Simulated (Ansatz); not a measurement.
Molecule (SMILES): [BH2] (BH2), doublet.
Atoms: B1, H2, H3. Bonds: B1-H2, B1-H3.

Basis-set convergence of the highest harmonic wavenumber at PBE0 with Ansatz (a quantum-chemistry and plane-wave program). Each level at its own minimum, finite differences of forces, unscaled; the reference is a large set that could be run, not a limit. Cartesian d functions, on some or all atoms, in 6-31G*; all else is spherical. The program fits the integrals of some runs and decomposes those of others, by size. Open shells are unrestricted. No added dispersion term, no relativity. Reference: the value in def2-QZVPPD, 2754 cm⁻¹. Deviations are taken from unrounded values.

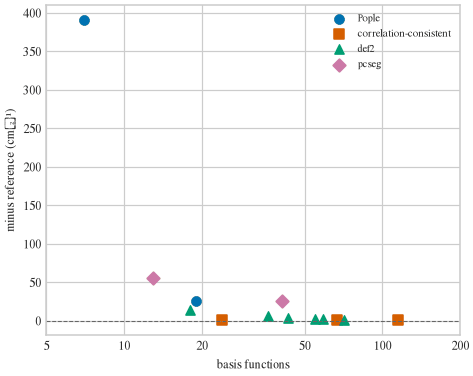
Deviation from the reference against the number of basis functions, by family of sets.

| basis | functions | highest harmonic wavenumber (cm⁻¹) | minus reference (cm⁻¹) |
|---|---|---|---|
| STO-3G | 7 | 3145 | 391 |
| pcseg-0 | 13 | 2809 | 55 |
| def2-SV(P) | 18 | 2767 | 13 |
| 6-31G* | 19 | 2779 | 25 |
| cc-pVDZ | 24 | 2755 | 1 |
| def2-SVPD | 36 | 2760 | 6 |
| aug-pcseg-1 | 41 | 2779 | 25 |
| def2-TZVP | 43 | 2757 | 4 |
| def2-TZVPD | 55 | 2756 | 2 |
| def2-TZVPP | 59 | 2755 | 2 |
| jun-cc-pV(T+d)Z | 67 | 2754 | 1 |
| def2-TZVPPD | 71 | 2755 | 1 |
| cc-pVQZ | 115 | 2754 | 1 |
